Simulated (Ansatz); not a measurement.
**FGeHO: density, localisation and related maps**

The calculation's input:

```
crystal:
  periodic: [false, false, false]
  atoms:
    - { symbol: O, position_ang: [-0.8416, 0.3042, -0.6024] }
    - { symbol: Ge, position_ang: [-0.2435, -0.4608, 0.843] }
    - { symbol: F, position_ang: [1.3531, -1.0348, 0.5039] }
    - { symbol: H, position_ang: [-1.22774, 0.07102, 1.88671] }
basis:
  gaussian: { orbitals: def2-SVP }
hamiltonian:
  xc: pbe0
relax:
  f_tol: 0.02
  max_steps: 50
output:
  orbitals: {}
```

Launched as:

```sh
ansatz run input.yaml --threads 1 --pin off --max-ram 2048MiB --backend cpu --events-out ev --progress --plain --runs-dir out
```

The fields are those of the relaxed geometry.

Method: Ansatz 0.2.0, RKS PBE0/def2-SVP.

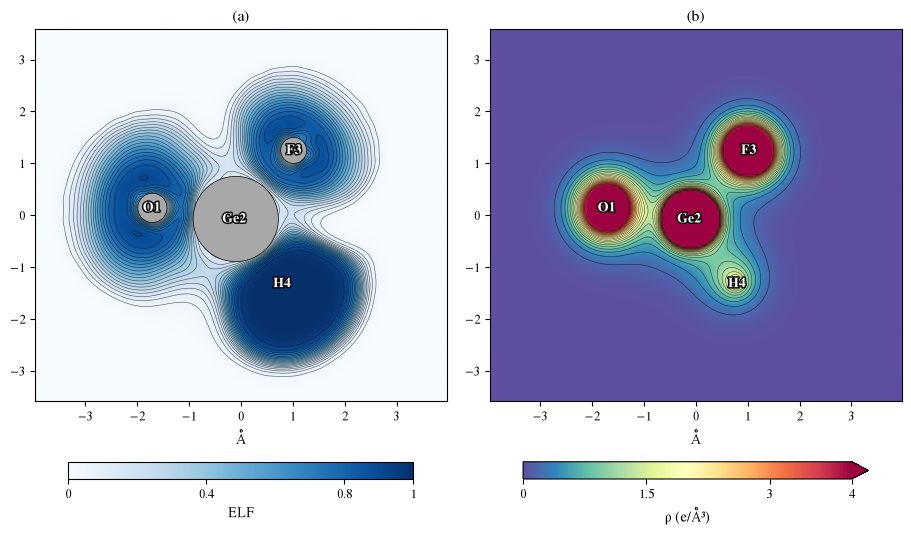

Figure 1. (a) electron localisation function; (b) electron density on the molecular plane. Grey discs cover the atomic cores in the ELF map.

### What do the fields say about this system?

The section cuts through O, Ge, F and H sites. Ge–O (1.62 Å): ρ at the midpoint is about 1.4 e/Å³; the ELF peaks at about 0.75 in the valence shell of O, 0.5 Å from its nucleus, and is about 0.35 at the midpoint. Ge–F (1.73 Å): ρ is about 0.94 e/Å³ halfway; the ELF peaks at about 0.80 in the valence shell of F, 0.5 Å from its nucleus, and is about 0.25 at the midpoint. Ge–H (1.53 Å): ρ is about 1.1 e/Å³ halfway; the ELF climbs to about 1 towards the hydrogen. The ELF also peaks beside O1 and F3, away from the bonds: lone-pair regions.

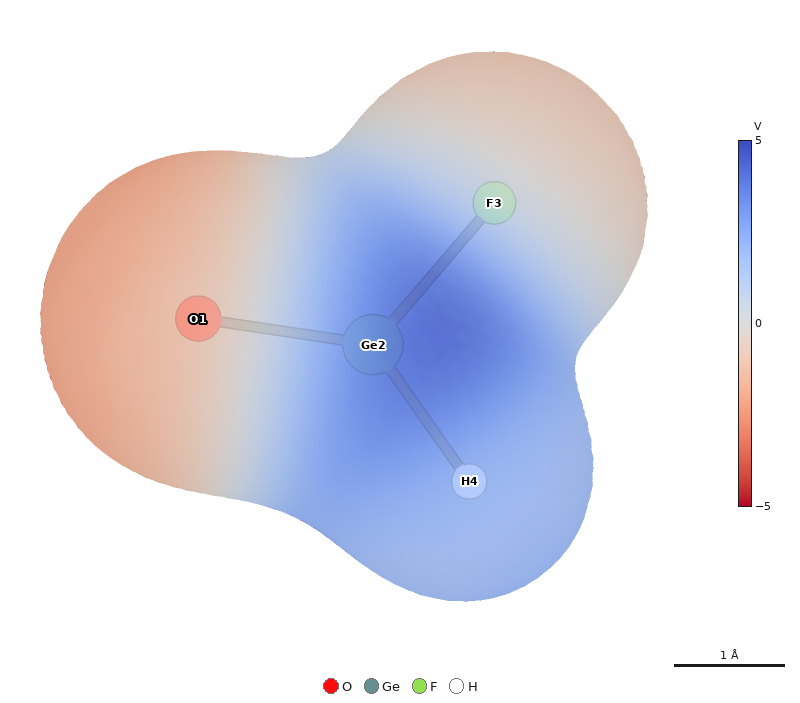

Figure 2. The molecular electrostatic potential painted on the density surface at 0.004 e/bohr³, seen across its widest extent; red is negative and blue positive.

### Where is the surface potential most negative and most positive?

The most negative region (about −2.0 V, or −46 kcal/mol for a unit charge) lies over O1, the most positive (about +4.2 V, or +97 kcal/mol for a unit charge) over Ge2. O1 is the likeliest acceptor of a hydrogen bond.

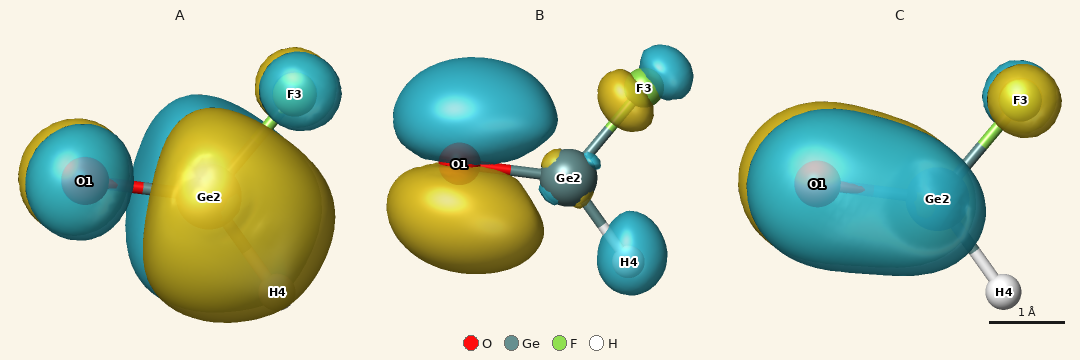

Figure 3. Three frontier orbitals at ±0.1 Å⁻³ᐟ² (yellow and cyan are the two phases), in no order.

### Which picture is the HOMO−1, the HOMO and the LUMO?

C is the HOMO−1 (−8.97 eV). It lies mainly on O1 (about 70 %) and Ge2 (about 25 %); it changes sign across the molecular plane (π type); π-bonding across O1–Ge2. B is the HOMO (−8.51 eV). It lies mainly on O1 (about 80 %) and Ge2 (about 15 %); it is symmetric in the molecular plane (an in-plane orbital: σ, lone-pair or in-plane π type); largely a lone pair of O1. A is the LUMO (−1.97 eV). By Hirshfeld shares it lies mainly on Ge2 (about 70 %), O1 (about 20 %) and F3 (about 5 %); it changes sign across the molecular plane (π type).

### What is the HOMO–LUMO gap?

6.54 eV between the orbital energies.
